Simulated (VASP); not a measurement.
Band structure of RhSi (relaxed from the NiAs type structure, space group P6_3/mmc). Level of theory: PBEsol GGA, VASP's PBE PAW potentials (set 64) (plane waves; VASP).

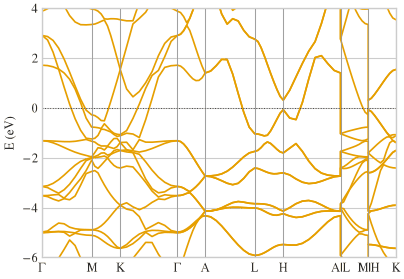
*Bands along high-symmetry lines, zero at the valence-band maximum or, without a gap, the Fermi level*

**Question.** Read the plot: is there a gap, and where are the band edges?

**Answer.** It has no gap at this level: it comes out as a metal or semimetal. (Edges off the drawn lines would not show.)

The structure was generated: RhSi was put into the NiAs type type (P6_3/mmc), which need not be its known phase. It was relaxed first, which changed the volume by -27 %.
